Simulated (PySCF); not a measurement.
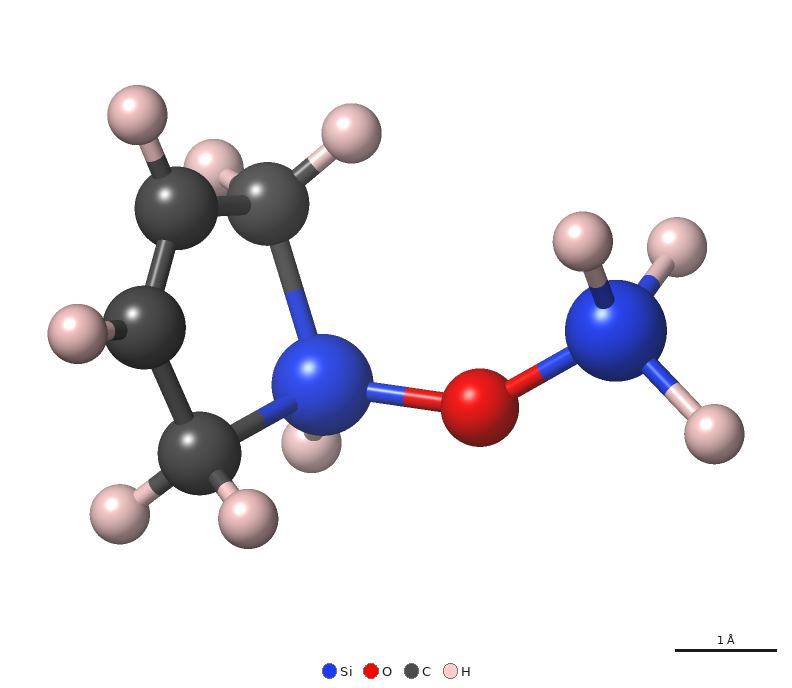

A ball-and-stick model of a molecule. Every bond is drawn as one stick, whatever its order.

The computed structure is the end point of a PBE0-D3(BJ)/def2-SVP optimisation. No frequency run is at hand to confirm it as a minimum.

Identify the structure.

Formula C₄H₁₀OSi₂. As SMILES it reads `[SiH3]O[SiH]1CC=CC1`. Independent rings (smallest set): 1 of 5 members. Among its groups: alkene, Si–H bond, Si–O bond. The point group is C1. Coordination: 2 Si tetrahedral; 1 O bent; 2 C tetrahedral; 2 C trigonal planar.

The parts below concern this one geometry. Atoms keep their numbers from picture to picture.

**Polarisability**

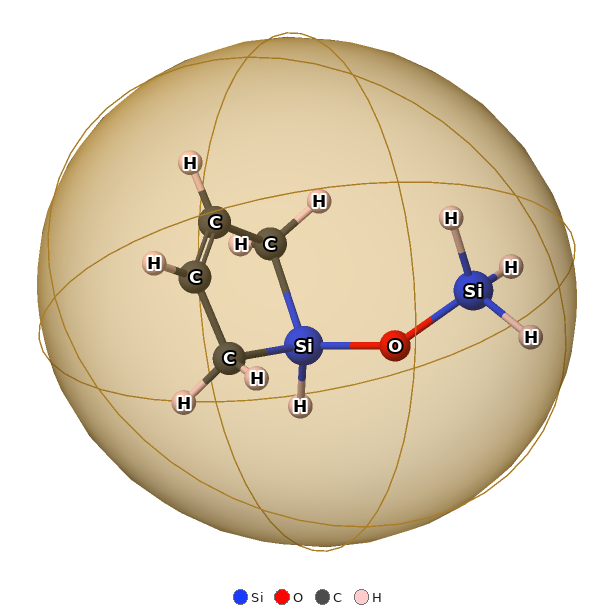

The ellipsoid shows the static dipole polarisability: its half-axes are proportional to the principal values. No frequency run is at hand to confirm it as a minimum. Method: B3LYP/def2-SVPD (PySCF 2.14.0).

How large and how anisotropic is the polarisability?

Answer. Principal values 88.9, 100.5, 106.7 bohr³; mean 98.7 bohr³ (14.63 Å³); anisotropy 15.6 bohr³, so the longest axis is 1.20 times the shortest.

**Quadrupole coupling**

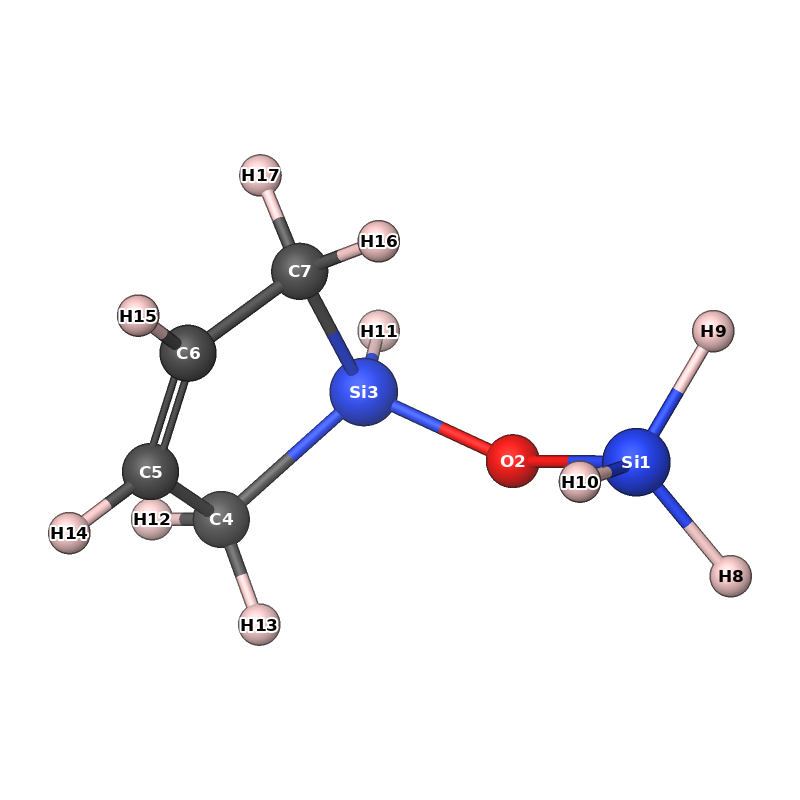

No frequency run is at hand to confirm it as a minimum. Electric field gradients from the ground-state density, PBE0/pcSseg-1 (PySCF 2.14.0), non-relativistic apart from any core potentials.

Give the largest field-gradient component, the quadrupole coupling constant and the asymmetry for 17O at O2 (Q = −25.6 mb), 2H at H8 (Q = 2.86 mb), 2H at H9 (Q = 2.86 mb), 2H at H10 (Q = 2.86 mb), 2H at H11 (Q = 2.86 mb).

```tsv
atom	V_zz (a.u.)	e²qQ/h (MHz)	η
O2	1.139	−6.85	0.20
H8	0.140	0.094	0.03
H9	0.136	0.092	0.04
H10	0.136	0.091	0.04
H11	0.140	0.094	0.01
```

**Charges**

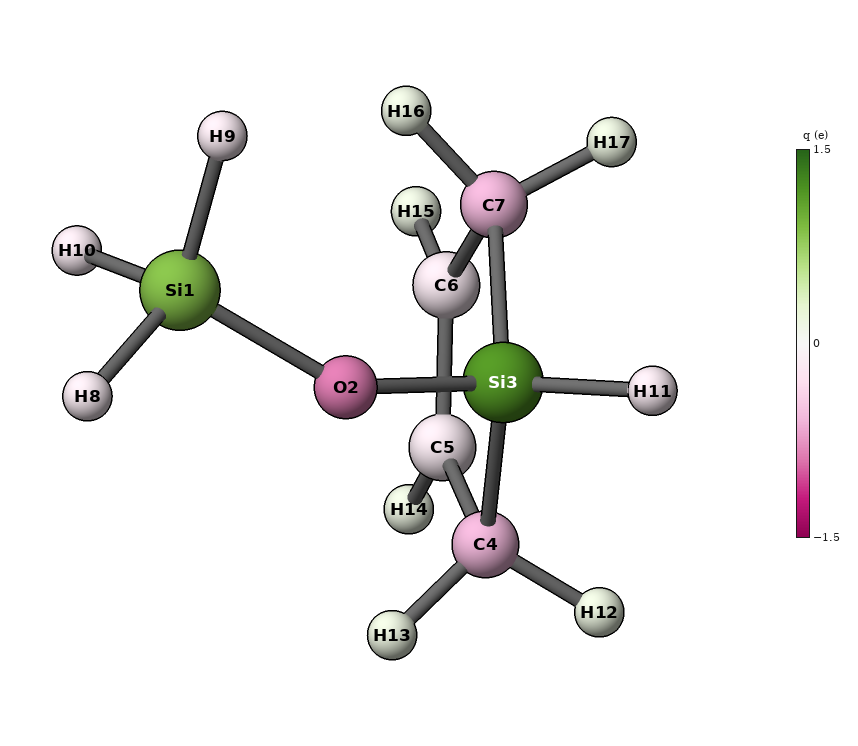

Atoms are coloured by their IAO charges. No frequency run is at hand to confirm it as a minimum. Properties computed with PBE0/pcSseg-1, gas phase (PySCF 2.14.0).

Give the IAO charges atom by atom.

```tsv
atom	value (e)
Si1	0.85
O2	−0.86
Si3	1.14
C4	−0.58
C5	−0.15
C6	−0.15
C7	−0.58
H8	−0.13
H9	−0.15
H10	−0.15
H11	−0.15
H12	0.15
H13	0.16
H14	0.14
H15	0.14
H16	0.15
H17	0.16
```
